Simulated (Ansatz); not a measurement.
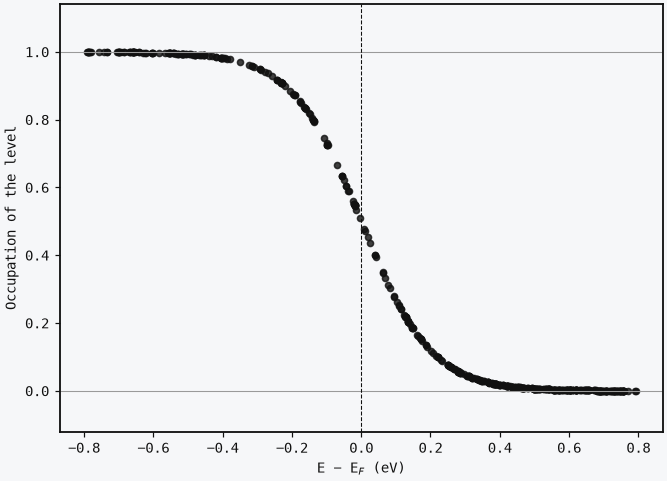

Occupations of the one-electron levels of the k mesh against their energy, from a run on FeO, space group Fm-3m (No. 225), 4 atoms in the cell, with Ansatz.

> Which smearing scheme was used (Fermi-Dirac, Gaussian, Methfessel-Paxton or cold), and about what width?

Fermi-Dirac smearing with a width of 0.1 eV. The occupations stay between 0 and 1 and have long exponential tails; the slope at the Fermi level is 1/(4 × width).
